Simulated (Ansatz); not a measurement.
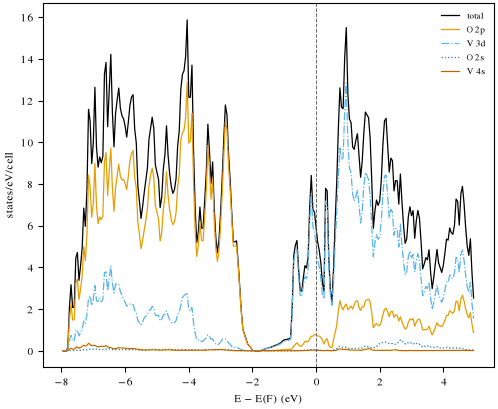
Total and projected density of states of VO₂ in space group I4/mmm (No. 139; V on 8i, O on 8j, O on 8h), plane-wave PAW PBEsol (Ansatz code)

Q: Which orbitals carry the states next to the Fermi level?

A: Within 0.5 eV of the Fermi level: V 3d 88 %, O 2p 10 %. Projections are on Löwdin-orthogonalised atomic valence shells; empty p or d shells of many metals are not among them.

Q: Where is the tallest occupied peak in this window, and what makes it?

A: Near -4.0 eV, about 16 states/eV per cell; the largest projected share is O 2p.

The workflow started from a Materials Project entry (that database holds measured and hypothetical structures alike); the Crystallography Open Database copy checked does not list it. COD files the formula under space group No. 10, 12, 14, 136. Whether it is the stable phase at ambient conditions was not checked. Symmetry was held in the PBEsol relaxation; whether a distortion lowers the energy is not shown. Magnetic state: ferromagnetic, chosen from 3 collinear starts compared on coarse meshes (ties went to the first, and starts can fall back to one state), not a proven ground state. No Hubbard U is applied. The compound may be a true metal, but semilocal functionals without U, or a wrong spin order, can also close a gap.

Potentials: the earlier of the program's two PAW sets. The files were generated under PBE; for other functionals the program regenerates the frozen cores, and for LDA and PBEsol the local potential too.
